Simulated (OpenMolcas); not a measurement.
Multiconfigurational calculation for Ta³⁺

- system: Ta³⁺.
- method: state-averaged CASSCF, active space 2 electrons in the shell 5d, basis ANO-R1, X2C scalar Hamiltonian, spin-orbit coupling by RASSI with atomic mean-field integrals (OpenMolcas)

Results in brief:

- outcome: converged
- lowest level: 5d² ³F₂
- first excited level: 5d² ³F₃, 4,777 cm⁻¹
- energy of the lowest spin-free term: −15598.59279 hartree
- energy of the lowest spin-orbit level: −15598.62027 hartree
- largest spread among components of a term: 0.0 cm⁻¹
- hardware: 1 CPU thread, shared host
- wall time: 6.8 s

Remarks:

Without dynamic correlation the splittings between terms come out too large, often by 20 to 50 %. To bear in mind: small basis contracted for the neutral atom, rough for a high charge; only configurations of the active space are included.

The input:
```
&GATEWAY
Coord
1

Ta 0.0 0.0 0.0
Basis=ANO-R1
Group=XYZ
NoMove
AngMom=0.0 0.0 0.0
AMFI
&SEWARD
&RASSCF
FileOrb=start.orb
Symmetry=1
Spin=3
nActEl=2 0 0
Inactive=15 19
Ras2=5 0
CIRoot=10 10 1
SDav=10
CIMx=300
Iter=120 100
PrWF=0.3
OrbListing=Nothing
MaxOrb=0
Atom
>>> COPY $Project.JobIph JOB001
&RASSCF
FileOrb=start.orb
Symmetry=1
Spin=1
nActEl=2 0 0
Inactive=15 19
Ras2=5 0
CIRoot=15 15 1
SDav=15
CIMx=300
Iter=120 100
PrWF=0.3
OrbListing=Nothing
MaxOrb=0
Atom
>>> COPY $Project.JobIph JOB002
&RASSI
NrOfJobIphs=2 10 15
1 2 3 4 5 6 7 8 9 10
1 2 3 4 5 6 7 8 9 10 11 12 13 14 15
IphNames
JOB001
JOB002
EJob
SpinOrbit
DIPRint=1.0
SOCoupling=1000.0
Subsets=2
MEES
Property=10
'ANGMOM' 1 'ANGMOM' 2 'ANGMOM' 3 'MLTPL  1' 1 'MLTPL  1' 2 'MLTPL  1' 3
'AMFI' 1 'AMFI' 2 'AMFI' 3 'MLTPL  2' 6
SOProperty=3
'ANGMOM' 1 'ANGMOM' 2 'ANGMOM' 3
```

The file start.orb holds starting orbitals from an earlier step. A driver script formed the levels outside the program, from RASSI's spin-orbit matrix and the active-space energies, averaged over the components of each term or state.

Output (extracts):
```
--- SEWARD ---
Basis set label: TA.ANO-R...7S5P4D2F.

      Electronic valence basis set:
      ------------------
      Associated Effective Charge  73.000000 au
      Associated Actual Charge     73.000000 au
      Nuclear Model: Finite nucleus - Gaussian distribution
        Gaussian exponent, Xi/bohr**(-2):  1.49593E+08

      Shell  nPrim  nBasis  Cartesian Spherical Contaminant
         s      25       7        X
         p      20       5        X
         d      15       4                 X
         f      10       2                 X
                  Relativistic X2C integrals
                  Atomic mean-field integrals
--- RASSCF ---
Wave function specifications:
      -----------------------------

      Number of closed shell electrons          68
      Number of electrons in active shells       2
      Max number of holes in RAS1 space          0
      Max nr of electrons in RAS3 space          0
      Number of inactive orbitals               34
      Number of active orbitals                  5
      Number of secondary orbitals              17
      Spin quantum number                      1.0
      State symmetry                             1
Orbital specifications:
      -----------------------

      Symmetry species                           1   2
                                                ag  au
      Frozen orbitals                            0   0
      Inactive orbitals                         15  19
      Active orbitals                            5   0
      RAS1 orbitals                              0   0
      RAS2 orbitals                              5   0
      RAS3 orbitals                              0   0
      Secondary orbitals                         7  10
      Deleted orbitals                           0   0
      Number of basis functions                 27  29
      Number of CSFs                            10
      Number of root(s) required                10
      Iter CI   SX   CI       RASSCF       Energy    max ROT     max BLB   max BLB  Level Ln srch  Step   QN
          iter iter root      energy       change     param      element    value   shift minimum  type update
 Nr of preliminary CI iterations:   1
      Total energies have been shifted. Add               -15000.00 au
        1   1    6    0  -598.51307605    0.00E+00   1.98E-01*  17  20 2  1.40E-01*  0.00   0.00    SX    NO
        2   1    7    0  -598.57200250   -5.89E-02*  3.82E-02   14  27 2 -7.40E-02*  0.00   0.00    SX    NO
        3   1    7    0  -598.57579054   -3.79E-03*  2.23E-02   10  23 2  4.58E-02*  0.00   0.00    SX    NO
        4   1    6    0  -598.57723139   -1.44E-03*  1.33E-02   14  27 2 -2.74E-02*  0.00   0.00    SX    NO
        5   1    6    0  -598.57774023   -5.09E-04*  4.95E-03   10  23 2  1.69E-02*  0.00   0.62    QN   YES
        6   1    4    0  -598.57804600   -3.06E-04*  1.64E-04   16  29 2  4.87E-04*  0.00   1.03    QN   YES
        7   1    3    0  -598.57804626   -2.58E-07*  2.73E-06    2  22 1  5.68E-06   0.00   1.00    QN   YES
        8   1    2    0  -598.57804626   -9.09E-12   4.77E-07    2  22 1  1.61E-06   0.00   0.55    QN   YES
      Convergence after  8 iterations
        9   1    2    0  -598.57804626   -2.55E-11   4.77E-07    1  22 1  1.74E-06   0.00   0.55    QN   YES
      Natural orbitals and occupation numbers for root  1
      sym 1:   0.870555   0.870555   0.129445   0.129445   0.000000
      Natural orbitals and occupation numbers for root  2
      sym 1:  -0.000000   0.951613   0.048387   0.048387   0.951613
      Natural orbitals and occupation numbers for root  3
      sym 1:   0.190418  -0.000000   0.809582   0.190418   0.809582
::    RASSCF root number  1 Total energy: -15598.59278664
::    RASSCF root number  2 Total energy: -15598.59278664
::    RASSCF root number  3 Total energy: -15598.59278664
::    RASSCF root number  4 Total energy: -15598.59278664
::    RASSCF root number  5 Total energy: -15598.59278664
::    RASSCF root number  6 Total energy: -15598.59278664
::    RASSCF root number  7 Total energy: -15598.59278664
::    RASSCF root number  8 Total energy: -15598.54365204
::    RASSCF root number  9 Total energy: -15598.54365204
::    RASSCF root number 10 Total energy: -15598.54365204
--- RASSCF ---
Wave function specifications:
      -----------------------------

      Number of closed shell electrons          68
      Number of electrons in active shells       2
      Max number of holes in RAS1 space          0
      Max nr of electrons in RAS3 space          0
      Number of inactive orbitals               34
      Number of active orbitals                  5
      Number of secondary orbitals              17
      Spin quantum number                      0.0
      State symmetry                             1
Orbital specifications:
      -----------------------

      Symmetry species                           1   2
                                                ag  au
      Frozen orbitals                            0   0
      Inactive orbitals                         15  19
      Active orbitals                            5   0
      RAS1 orbitals                              0   0
      RAS2 orbitals                              5   0
      RAS3 orbitals                              0   0
      Secondary orbitals                         7  10
      Deleted orbitals                           0   0
      Number of basis functions                 27  29
      Number of CSFs                            15
      Number of root(s) required                15
      Iter CI   SX   CI       RASSCF       Energy    max ROT     max BLB   max BLB  Level Ln srch  Step   QN
          iter iter root      energy       change     param      element    value   shift minimum  type update
 Nr of preliminary CI iterations:   1
      Total energies have been shifted. Add               -15000.00 au
        1   1    4    0  -598.52806275    0.00E+00  -1.50E-02   16  23 1 -3.78E-03*  0.00   0.00    SX    NO
        2   1    4    0  -598.52828969   -2.27E-04*  3.35E-03   16  25 2  2.14E-03*  0.00   0.00    SX    NO
        3   1    4    0  -598.52830238   -1.27E-05*  1.22E-03   16  25 2 -1.67E-03*  0.00   0.00    SX    NO
        4   1    4    0  -598.52830517   -2.79E-06*  5.97E-04   16  25 2  1.06E-03*  0.00   0.00    SX    NO
        5   1    4    0  -598.52830616   -9.82E-07*  2.12E-04   16  25 2 -6.52E-04*  0.00   0.62    QN   YES
        6   1    2    0  -598.52830672   -5.67E-07*  2.40E-06    9  22 1  8.07E-07   0.00   1.00    QN   YES
        7   1    2    0  -598.52830672   -2.73E-11   2.89E-07   16  25 2 -1.57E-07   0.00   0.98    QN   YES
      Convergence after  7 iterations
        8   1    2    0  -598.52830672    0.00E+00   2.89E-07   15  21 1  1.99E-08   0.00   0.98    QN   YES
      Natural orbitals and occupation numbers for root  1
      sym 1:   0.503368   0.337183   0.571429   0.016592   0.571429
      Natural orbitals and occupation numbers for root  2
      sym 1:   0.505792   0.571429   0.017882   0.571429   0.333468
      Natural orbitals and occupation numbers for root  3
      sym 1:   0.571429   0.023857   0.515626   0.317660   0.571429
::    RASSCF root number  1 Total energy: -15598.54998675
::    RASSCF root number  2 Total energy: -15598.54998675
::    RASSCF root number  3 Total energy: -15598.54998675
::    RASSCF root number  4 Total energy: -15598.54998675
::    RASSCF root number  5 Total energy: -15598.54998675
::    RASSCF root number  6 Total energy: -15598.52726022
::    RASSCF root number  7 Total energy: -15598.52726022
::    RASSCF root number  8 Total energy: -15598.52726022
::    RASSCF root number  9 Total energy: -15598.52726022
::    RASSCF root number 10 Total energy: -15598.52726022
::    RASSCF root number 11 Total energy: -15598.52726022
::    RASSCF root number 12 Total energy: -15598.52726022
::    RASSCF root number 13 Total energy: -15598.52726022
::    RASSCF root number 14 Total energy: -15598.52726022
::    RASSCF root number 15 Total energy: -15598.42932514
--- RASSI ---
SPIN-FREE ENERGIES:
  (Shifted by EMIN (a.u.) =     -15598.5927866379)

 SF State       Relative EMIN(au)   Rel lowest level(eV)    D:o, cm**(-1)      L_eff

     1             0.0000000000        0.0000000000              0.0000         3.0
     2             0.0000000000        0.0000000000              0.0000         3.0
     3             0.0000000000        0.0000000000              0.0000         3.0
     4             0.0000000000        0.0000000000              0.0000         3.0
     5             0.0000000000        0.0000000000              0.0000         3.0
     6             0.0000000000        0.0000000000              0.0000         3.0
     7             0.0000000000        0.0000000000              0.0000         3.0
    11             0.0427998899        1.1646443341           9393.4900         2.0
    12             0.0427998899        1.1646443341           9393.4900         2.0
    13             0.0427998899        1.1646443341           9393.4900         2.0
    14             0.0427998899        1.1646443341           9393.4900         2.0
    15             0.0427998899        1.1646443341           9393.4900         2.0
    10             0.0491345970        1.3370204962          10783.7976         1.0
     8             0.0491345970        1.3370204962          10783.7976         1.0
     9             0.0491345970        1.3370204962          10783.7976         1.0
    16             0.0655264188        1.7830646919          14381.3866         4.0
    17             0.0655264188        1.7830646919          14381.3866         4.0
    18             0.0655264188        1.7830646919          14381.3866         4.0
    19             0.0655264188        1.7830646919          14381.3866         4.0
    20             0.0655264188        1.7830646919          14381.3866         4.0
    21             0.0655264188        1.7830646919          14381.3866         4.0
    22             0.0655264188        1.7830646919          14381.3866         4.0
    23             0.0655264188        1.7830646919          14381.3866         4.0
    24             0.0655264188        1.7830646919          14381.3866         4.0
    25             0.1634614979        4.4480139562          35875.6520         0.0
     Dipole printing threshold changed to   1.00000000E+00
Eigenvalues of complex Hamiltonian:
   -----------------------------------
  (Shifted by EMIN (a.u.) =     -15598.5927866379)

 SO State       Relative EMIN(au)   Rel lowest level(eV)    D:o, cm**(-1)     J-value

     1            -0.0274881661        0.0000000000              0.0000         1.5
     2            -0.0274881661        0.0000000000              0.0000         1.7
     3            -0.0274881661        0.0000000000              0.0000         1.6
     4            -0.0274881661        0.0000000000              0.0000         1.3
     5            -0.0274881661        0.0000000000              0.0000         1.7
     6            -0.0057213910        0.5923041237           4777.2549         1.8
     7            -0.0057213910        0.5923041237           4777.2549         2.7
     8            -0.0057213910        0.5923041237           4777.2549         2.4
     9            -0.0057213910        0.5923041237           4777.2549         2.2
    10            -0.0057213910        0.5923041237           4777.2549         2.3
    11            -0.0057213910        0.5923041237           4777.2549         2.4
    12            -0.0057213910        0.5923041237           4777.2549         2.7
    13             0.0146388072        1.1463333426           9245.8019         2.6
    14             0.0146388072        1.1463333426           9245.8019         3.3
    15             0.0146388072        1.1463333426           9245.8019         3.5
    16             0.0146388072        1.1463333426           9245.8019         3.0
    17             0.0146388072        1.1463333426           9245.8019         2.5
    18             0.0146388072        1.1463333426           9245.8019         3.2
    19             0.0146388072        1.1463333426           9245.8019         3.7
    20             0.0146388072        1.1463333426           9245.8019         3.5
    21             0.0146388072        1.1463333426           9245.8019         3.2
    22             0.0318339309        1.6142364953          13019.6954         0.0
    23             0.0347379323        1.6932583969          13657.0500         1.4
    24             0.0347379323        1.6932583969          13657.0500         1.4
    25             0.0347379323        1.6932583969          13657.0500         1.5
    26             0.0347379323        1.6932583969          13657.0500         1.6
    27             0.0347379323        1.6932583969          13657.0500         1.9
    28             0.0434132059        1.9293246199          15561.0525         0.6
    29             0.0434132059        1.9293246199          15561.0525         1.0
    30             0.0434132059        1.9293246199          15561.0525         0.6
    31             0.0675205476        2.5853188043          20852.0024         1.2
    32             0.0675205476        2.5853188043          20852.0024         1.2
    33             0.0675205476        2.5853188043          20852.0024         1.6
    34             0.0675205476        2.5853188043          20852.0024         1.7
    35             0.0675205476        2.5853188043          20852.0024         2.0
    36             0.0680517847        2.5997745019          20968.5955         3.3
    37             0.0680517847        2.5997745019          20968.5955         3.0
    38             0.0680517847        2.5997745019          20968.5955         2.6
    39             0.0680517847        2.5997745019          20968.5955         3.2
    40             0.0680517847        2.5997745019          20968.5955         3.1
    41             0.0680517847        2.5997745019          20968.5955         3.5
Weights of the five most important spin-orbit-free states for each spin-orbit state.

 SO State  Total energy (au)           Spin-free states, spin, and weights
 -------------------------------------------------------------------------------------------------------
    1        -0.027488       4 1.0  0.2385    7 1.0  0.1916    5 1.0  0.1689    2 1.0  0.1149    3 1.0  0.0999
    2        -0.027488       1 1.0  0.2064    7 1.0  0.1788    2 1.0  0.1750    3 1.0  0.1079    5 1.0  0.0980
    3        -0.027488       1 1.0  0.2199    6 1.0  0.2126    5 1.0  0.1855    7 1.0  0.1562    2 1.0  0.0732
    4        -0.027488       3 1.0  0.2545    2 1.0  0.2016    6 1.0  0.1462    5 1.0  0.1124    4 1.0  0.1056
    5        -0.027488       4 1.0  0.2148    6 1.0  0.1577    3 1.0  0.1512    1 1.0  0.1235    2 1.0  0.1020
    6        -0.005721       7 1.0  0.4410    2 1.0  0.1948    6 1.0  0.1657    3 1.0  0.0630    1 1.0  0.0610
    7        -0.005721       5 1.0  0.3659    4 1.0  0.1738    6 1.0  0.1402    1 1.0  0.1342    7 1.0  0.1195
    8        -0.005721       2 1.0  0.2264    7 1.0  0.1668    3 1.0  0.1553    5 1.0  0.1240    4 1.0  0.1183
    9        -0.005721       6 1.0  0.2586    1 1.0  0.2481    4 1.0  0.1596    5 1.0  0.1568    2 1.0  0.0935
   10        -0.005721       2 1.0  0.2767    3 1.0  0.2759    6 1.0  0.1478    1 1.0  0.1366    4 1.0  0.0867
   11        -0.005721       3 1.0  0.3099    4 1.0  0.2106    6 1.0  0.1394    1 1.0  0.1039    2 1.0  0.0935
   12        -0.005721       4 1.0  0.2363    1 1.0  0.2165    5 1.0  0.1867    3 1.0  0.1367    2 1.0  0.0940
```

Spin-orbit levels, grouped by J and assigned:

```csv
Configuration,Level,E (cm⁻¹),LS purity (%),Landé g
5d²,³F₂,0,93,0.689
5d²,³F₃,"4,777",100,1.084
5d²,³F₄,"9,246",95,1.239
5d²,³P₀,"13,020",96,–
5d²,¹D₂,"13,660",57,1.172
5d²,³P₁,"15,560",100,1.501
5d²,³P₂,"20,850",62,1.305
5d²,¹G₄,"20,970",95,1.012
5d²,¹S₀,"43,190",96,–
```

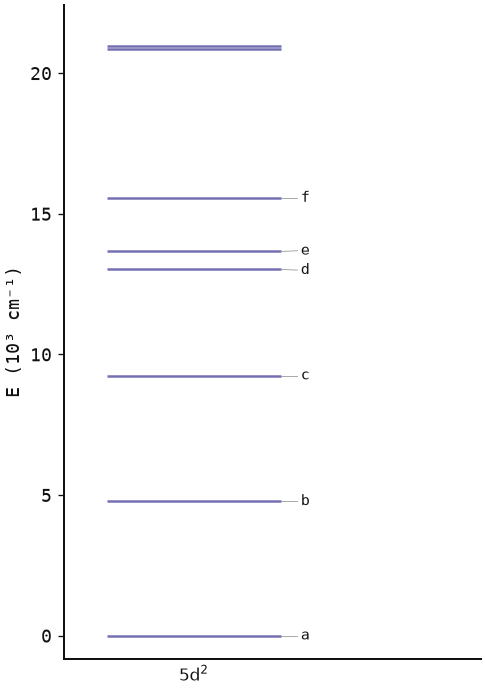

**Figure 1.** The lowest computed levels of Ta³⁺ (tantalum, Z = 73), 6 of them lettered. a: 5d² ³F₂ at 0; b: 5d² ³F₃ at 4,780 cm⁻¹; c: 5d² ³F₄ at 9,250 cm⁻¹; d: 5d² ³P₀ at 13,000 cm⁻¹; e: 5d² ¹D₂ at 13,700 cm⁻¹; f: 5d² ³P₁ at 15,600 cm⁻¹.
